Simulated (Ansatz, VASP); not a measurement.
## Cross-check of CdGeAs2 between VASP and Ansatz

One calculation is typed for both programs; each brings its own data sets and cutoff. How far apart do they land? The cell comes out of earlier VASP steps on this material, which relaxed, scaled or displaced it; both programs get it as it stands.

Method: plane waves, with VASP 6.6.1 beside it; relaxation of cell and atoms at RPBE with D3(BJ), in Ansatz 0.2.0.

## (1) Starting point

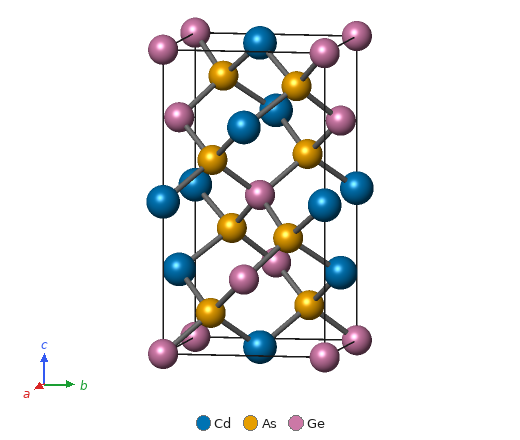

The starting structure, seen slightly off an axis (cadmium blue, arsenic orange, germanium pink). This picture shows the conventional cell, with its axes. Bonds to atoms that aren't drawn are left out. Some periodic images of atoms are drawn too.

Structure file:

```xyz
8
Lattice="-2.9103 2.9103 5.4044 2.9103 -2.9103 5.4044 2.9103 2.9103 -5.4044" Properties=species:S:1:pos:R:3 pbc="T T T"
Cd    0.0000    0.0000    5.4044
Cd    2.9103    0.0000    2.7022
As    1.4551    1.3038   -1.3511
As    1.6065   -1.4551    6.7554
As    1.4551    1.6065    4.0533
As    1.3038    4.3654    1.3511
Ge    0.0000    2.9103    2.7022
Ge    0.0000    0.0000    0.0000
```

## (2) VASP: relaxation of cell and atoms, RPBE with D3(BJ)

The relaxed volume is the usual yardstick between codes: its relative difference is about their pressure difference at one cell divided by the bulk modulus.

Lines of VASP's logs that name or quote its potential files are left out, and so is its time.

File INCAR:

```
SYSTEM = CdGeAs2
PREC = Accurate
ENCUT = 410
EDIFF = 1E-06
NELM = 100
ISMEAR = -1
SIGMA = 0.05
LREAL = .FALSE.
ALGO = Normal
GGA = RP
IVDW = 12
NBANDS = 44
LORBIT = 11
LWAVE = .FALSE.
LCHARG = .FALSE.
KPAR = 4
IBRION = 2
NSW = 60
ISIF = 3
EDIFFG = -0.01
```

File POSCAR:

```
CdGeAs2
1.0
   -2.9102556697      2.9102556697      5.4043501415
    2.9102556697     -2.9102556697      5.4043501415
    2.9102556697      2.9102556697     -5.4043501415
Cd As Ge
2 4 2
Direct
    0.5000000000      0.5000000000      0.0000000000
    0.2500000000      0.7500000000      0.5000000000
    0.0989998284      0.1250000000      0.4739998284
    0.3750000000      0.9010001716      0.0260001716
    0.6510001716      0.6250000000      0.5260001716
    0.8750000000      0.3489998284      0.9739998284
    0.7500000000      0.2500000000      0.5000000000
    0.0000000000      0.0000000000      0.0000000000
```

File KPOINTS:

```
Automatic mesh
0
Gamma
5 5 5
0 0 0
```

PAW data sets: Cd, As and Ge_d (PBE family, release 64).

Launch:

```
> mpirun -np 4 vasp_std
```

Numbers of over 12 decimals in the logs are rounded to 6 here.

The log of the run:

```text
[banner, memory and clock lines left out]
running    4 mpi-ranks, on    1 nodes
 distrk:  each k-point on    1 cores,    4 groups
 distr:  one band on    1 cores,    1 groups

 POSCAR found type information on POSCAR CdAsGe
 POSCAR found :  3 types and       8 ions
|                                                                             |
|               ----> ADVICE to this user running VASP <----                  |
|                                                                             |
|     You enforced a specific xc type in the INCAR file but a different       |
|     [... a line on the potential file left out ...]
|     I HOPE YOU KNOW WHAT YOU ARE DOING!                                     |
|                                                                             |

 LDA part: xc-table for (Slater+PW92), standard interpolation
 POSCAR, INCAR and KPOINTS ok, starting setup
 FFT: planning ... GRIDC
 FFT: planning ... GRID_SOFT
 FFT: planning ... GRID
 WAVECAR not read
 entering main loop
       N       E                     dE             d eps       ncg     rms          rms(c)
DAV:   1     0.653117229440E+03    0.65312E+03   -0.29622E+04  2044   0.246E+03
DAV:   2     0.744689172832E+02   -0.57865E+03   -0.56034E+03  1600   0.773E+02
DAV:   3    -0.215852265037E+02   -0.96054E+02   -0.94859E+02  1800   0.172E+02
DAV:   4    -0.268843600538E+02   -0.52991E+01   -0.52792E+01  1884   0.474E+01
DAV:   5    -0.269881207490E+02   -0.10376E+00   -0.10369E+00  1804   0.680E+00    0.108E+01
DAV:   6    -0.261869050689E+02    0.80122E+00   -0.16994E+00  1804   0.111E+01    0.820E+00
DAV:   7    -0.261111980263E+02    0.75707E-01   -0.10037E+00  1912   0.421E+00    0.277E+00
DAV:   8    -0.261158277071E+02   -0.46297E-02   -0.14246E-01  1700   0.317E+00    0.719E-01
DAV:   9    -0.261179277641E+02   -0.21001E-02   -0.19280E-02  1832   0.141E+00    0.197E-01
DAV:  10    -0.261183410492E+02   -0.41329E-03   -0.44076E-03  1804   0.526E-01    0.675E-02
DAV:  11    -0.261188123278E+02   -0.47128E-03   -0.17070E-03  1768   0.223E-01    0.693E-02
DAV:  12    -0.261187381098E+02    0.74218E-04   -0.37989E-04  1648   0.180E-01    0.230E-02
DAV:  13    -0.261187610547E+02   -0.22945E-04   -0.56366E-05  1712   0.486E-02    0.252E-02
DAV:  14    -0.261187547245E+02    0.63302E-05   -0.36514E-05  1704   0.584E-02    0.186E-03
DAV:  15    -0.261187551228E+02   -0.39833E-06   -0.50023E-06  1592   0.102E-02
   1 F= -.38331408E+02 E0= -.38331269E+02  d E =-.383314E+02
 curvature:   0.00 expect dE= 0.000E+00 dE for cont linesearch  0.000E+00
 trial: gam= 0.00000 g(F)=  0.823E-06 g(S)=  0.479E-03 ort = 0.000E+00 (trialstep = 0.100E+01)
 search vector abs. value=  0.480E-03
 bond charge predicted
       N       E                     dE             d eps       ncg     rms          rms(c)
DAV:   1    -0.260840793789E+02    0.34675E-01   -0.96739E-02  1908   0.335E+00    0.497E-01
DAV:   2    -0.260798001785E+02    0.42792E-02   -0.10200E-02  1864   0.120E+00    0.204E-01
DAV:   3    -0.260790334481E+02    0.76673E-03   -0.15329E-03  1880   0.364E-01    0.148E-01
DAV:   4    -0.260788860115E+02    0.14744E-03   -0.34767E-04  1836   0.145E-01    0.375E-02
DAV:   5    -0.260788711511E+02    0.14860E-04   -0.91087E-05  1852   0.988E-02    0.152E-02
DAV:   6    -0.260788738038E+02   -0.26528E-05   -0.18232E-05  1844   0.279E-02    0.601E-03
DAV:   7    -0.260788732240E+02    0.57981E-06   -0.18584E-06   952   0.127E-02
   2 F= -.38331577E+02 E0= -.38331455E+02  d E =-.169102E-03
 trial-energy change:   -0.000169  1 .order   -0.000121   -0.000480    0.000238
 step:   0.7451(harm=  0.6689)  dis= 0.00007  next Energy=   -38.331606 (dE=-0.199E-03)
 bond charge predicted
       N       E                     dE             d eps       ncg     rms          rms(c)
DAV:   1    -0.260894713620E+02   -0.10598E-01   -0.62780E-03  1920   0.855E-01    0.130E-01
DAV:   2    -0.260891945100E+02    0.27685E-03   -0.66933E-04  1864   0.308E-01    0.515E-02
DAV:   3    -0.260891418779E+02    0.52632E-04   -0.10090E-04  1880   0.930E-02    0.375E-02
DAV:   4    -0.260891245867E+02    0.17291E-04   -0.22466E-05  1836   0.367E-02    0.944E-03
DAV:   5    -0.260891237899E+02    0.79675E-06   -0.56483E-06  1432   0.247E-02
   3 F= -.38331601E+02 E0= -.38331475E+02  d E =-.193423E-03
 curvature:  -0.32 expect dE=-0.997E-05 dE for cont linesearch -0.360E-05
 trial: gam=-0.08826 g(F)=  0.292E-07 g(S)=  0.314E-04 ort = 0.738E-04 (trialstep = 0.949E+00)
 search vector abs. value=  0.222E-04
 reached required accuracy - stopping structural energy minimisation
```

OUTCAR, selected parts (step 2):

```text
ion  position               nearest neighbor table
   1  0.500  0.500  0.000-   5 2.55   4 2.55   6 2.55   3 2.55
   2  0.250  0.750  0.500-   4 2.55   5 2.55   3 2.55   6 2.55
   3  0.099  0.125  0.474-   7 2.38   8 2.38   1 2.55   2 2.55
   4  0.375  0.901  0.026-   7 2.38   8 2.38   1 2.55   2 2.55
   5  0.651  0.625  0.526-   8 2.38   7 2.38   2 2.55   1 2.55
   6  0.875  0.349  0.974-   7 2.38   8 2.38   2 2.55   1 2.55
   7  0.750  0.250  0.500-   4 2.38   3 2.38   5 2.38   6 2.38
   8  0.000  0.000  0.000-   5 2.38   4 2.38   3 2.38   6 2.38

  LATTYP: Found a body centered tetragonal cell.
 ALAT       =     5.8205113394
 C/A-ratio  =     1.8570018427

 Subroutine GETGRP returns: Found  8 space group operations
 (whereof  4 operations were pure point group operations)

The static configuration has the point symmetry S_4 .
 The point group associated with its full space group is D_2d.

 Found     18 irreducible k-points:

   k-points           NKPTS =     18   k-points in BZ     NKDIM =     18   number of bands    NBANDS=     44

   dimension x,y,z NGX =    48 NGY =   48 NGZ =   48
   dimension x,y,z NGXF=    96 NGYF=   96 NGZF=   96

   ENCUT  =  410.0 eV  30.13 Ry    5.49 a.u.  11.22 11.22 11.22*2*pi/ulx,y,z

   NELECT =      72.0000    total number of electrons

 k-points in reciprocal lattice and weights: Automatic mesh
   0.00000000  0.00000000  0.00000000       0.008
   0.20000000 -0.00000000  0.00000000       0.064
   0.40000000 -0.00000000  0.00000000       0.064
   0.20000000  0.20000000  0.00000000       0.064
   0.40000000  0.20000000  0.00000000       0.128
  -0.40000000  0.20000000 -0.00000000       0.128
  -0.20000000  0.20000000  0.00000000       0.032
   0.40000000  0.40000000  0.00000000       0.064
  -0.40000000  0.40000000  0.00000000       0.032
[...]
-0.40000000  0.40000000  0.40000000       0.032
  -0.40000000 -0.40000000  0.40000000       0.016

 Edisp (eV)  -12.25270

 average (electrostatic) potential at core
       1 -37.9373       2 -37.9373       3 -50.6398       4 -50.6398       5 -50.6398
       6 -50.6398       7 -75.8985       8 -75.8985

 E-fermi :   4.3166

 k-point     1 :       0.0000    0.0000    0.0000
  band No.  band energies     occupation
    ...
     32       1.4741      2.00000
     33       1.4741      2.00000
     34       3.8272      1.99989
     35       3.8272      1.99989
     36       4.1515      1.92897
     37       4.4807      0.07232
     38       5.1552      0.00000
     39       5.6460      0.00000
     40       7.0619      0.00000
     41       7.0619      0.00000
    ...

 k-point     2 :       0.2000   -0.0000    0.0000
  band No.  band energies     occupation
    ...
     32       1.5038      2.00000
     33       1.7467      2.00000
     34       2.2712      2.00000
     35       3.3219      2.00000
     36       3.8339      1.99987
     37       5.6656      0.00000
     38       5.8153      0.00000
     39       6.2885      0.00000
     40       6.7559      0.00000
     41       7.1076      0.00000
    ...

 k-point     3 :       0.4000   -0.0000    0.0000
  band No.  band energies     occupation
    ...
     32       1.1695      2.00000
     33       1.5547      2.00000
     34       2.4294      2.00000
     35       2.6120      2.00000
     36       3.3713      2.00000
     37       6.0286      0.00000
     38       6.2262      0.00000
     39       6.8144      0.00000
     40       7.5194      0.00000
     41       7.5397      0.00000
    ...

 Edisp (eV)  -12.24248

  Total       0.00852     0.00852    -0.07120     0.00000     0.00000     0.00000
  in kB       0.07474     0.07474    -0.62440     0.00000     0.00000     0.00000
  external pressure =       -0.16 kB  Pullay stress =        0.00 kB

  energy-cutoff  :      410.00
  volume of cell :      182.70
      direct lattice vectors                 reciprocal lattice vectors
    -2.908461799  2.908461799  5.399386617     0.000000000  0.171912177  0.092603111
     2.908461799 -2.908461799  5.399386617     0.171912177  0.000000000  0.092603111
     2.908461799  2.908461799 -5.399386617     0.171912177  0.171912177  0.000000000

 POSITION                                       TOTAL-FORCE (eV/Angst)
 -----------------------------------------------------------------------------------
      0.00000      0.00000      5.39939         0.000000      0.000000     -0.000000
      2.90846      0.00000      2.69969        -0.000000      0.000000     -0.000000
      1.45423      1.30292     -1.34985         0.000000     -0.000389     -0.000000
      1.60555     -1.45423      6.74923         0.000389      0.000000      0.000000
      1.45423      1.60555      4.04954         0.000000      0.000389      0.000000
      1.30292      4.36269      1.34985        -0.000389      0.000000     -0.000000
      0.00000      2.90846      2.69969        -0.000000      0.000000      0.000000
     -0.00000      0.00000      0.00000        -0.000000      0.000000     -0.000000
 -----------------------------------------------------------------------------------
    total drift:                               -0.000003     -0.000003      0.000002

  FREE ENERGIE OF THE ION-ELECTRON SYSTEM (eV)
  ---------------------------------------------------
  free  energy   TOTEN  =       -38.3316012866 eV

  energy  without entropy=      -38.3313484234  energy(sigma->0) =      -38.33147486

 reached required accuracy - stopping structural energy minimisation

 total charge
# of ion       s       p       d       tot
------------------------------------------
    1        0.508   0.421   9.512  10.441
    2        0.508   0.421   9.512  10.441
    3        1.217   1.607   0.040   2.864
    4        1.217   1.607   0.040   2.864
    5        1.217   1.607   0.040   2.864
    6        1.217   1.607   0.040   2.864
    7        1.122   1.251  10.083  12.456
    8        1.122   1.251  10.083  12.456
--------------------------------------------------
tot          8.128   9.774  39.349  57.251

[... 3 further parts left out ...]
```

CONTCAR:

```
CdGeAs2
   1.00000000000000
    -2.9084617992871706    2.9084617992871706    5.3993866172940965
     2.9084617992871706   -2.9084617992871706    5.3993866172940965
     2.9084617992871706    2.9084617992871706   -5.3993866172940965
  Cd              As              Ge
     2     4     2
Direct
     0.5000000000000000    0.5000000000000000    0.0000000000000000
     0.2500000000000000    0.7500000000000000    0.5000000000000000
     0.0989870786489557    0.1250000000000000    0.4739870786489557
     0.3750000000000000    0.9010129213510444    0.0260129213510443
     0.6510129213510444    0.6250000000000000    0.5260129213510444
     0.8750000000000000    0.3489870786489557    0.9739870786489556
     0.7500000000000000    0.2500000000000000    0.5000000000000000
     0.0000000000000000    0.0000000000000000    0.0000000000000000
```

(Continued in part 2 of 2.)

[Lines on the potential files, build, host, timing and source positions are cut from VASP's logs without a mark.]

[Logs are printed without paths, hosts, clocks, repeated set-up lines and the standing remarks that a program may print on its own settings, such as how far it seeks lower states.]

[Hosts, paths, dates, database ids (printed as entryN), source tags and the programs' standing remarks are cut or masked in the printed files.]
